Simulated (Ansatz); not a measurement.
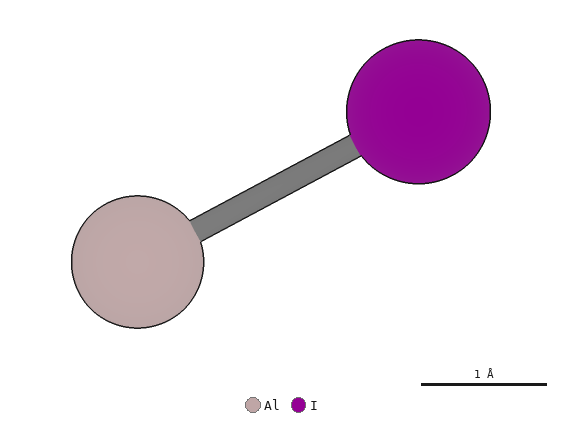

The picture shows the input geometry.

Input file:

```yaml
crystal:
  periodic: [false, false, false]
  atoms:
    - {symbol: Al, position_ang: [0.000000, 0.000000, -0.007483]}
    - {symbol: I, position_ang: [-0.000000, -0.000000, 2.544585]}
basis:
  gaussian: {orbitals: def2-SVPD}
magnetization: {spin_polarized: true, initial_magnetization: 0}
hamiltonian: {xc: {name: r2SCAN}, dispersion: d3bjatm}
scf: {lower_state_search: light}
```

It was started with:

```sh
ansatz run in.yaml --threads 2 --pin off --events-out ev --progress --plain --max-ram 32768MiB --backend cpu
```

Result:

```
Functional definition: r2SCAN
  name "r2SCAN"
  cite "Furness, Kaplan, Ning, Perdew & Sun, J. Phys. Chem. Lett. 11, 8208 (2020) doi:10.1021/acs.jpclett.0c02405"
  cite "Furness, Kaplan, Ning, Perdew & Sun, J. Phys. Chem. Lett. 11, 9248 (2020) doi:10.1021/acs.jpclett.0c03077"
  parent r2scan
  parameter k0 = 0.174
  parameter k1 = 0.065
  parameter a1 = 4.9479
  exchange = r2scan_x(k0 = k0, k1 = k1, a1 = a1)
  correlation = r2scan_c
610 factors; their error is unknown
mean field evaluation 1: about -14698.6975 eV, gradient 6.7e0 eV
mean field evaluation 2: about -14697.5958 eV, gradient 1.4e1 eV
mean field evaluation 4: about -14699.0869 eV, gradient 5.2e-1 eV
mean field evaluation 8: about -14699.0581 eV, gradient 7.0e-4 eV
mean field evaluation 16: about -14697.8889 eV, gradient 4.4e0 eV
mean field -14699.05813386 eV, -540.1804230399 hartree, gradient 2.8e-6 eV, S^2 0.000000; 1 other end points of the search recorded, 0 dependent functions left out
reference -14699.05815568 eV, -540.1804238418 hartree; 19, 19 occupied and 40, 40 virtual orbitals, 610 factors
Total energy: -14699.07045899 eV, -540.1808759801 hartree
```

The run converged.
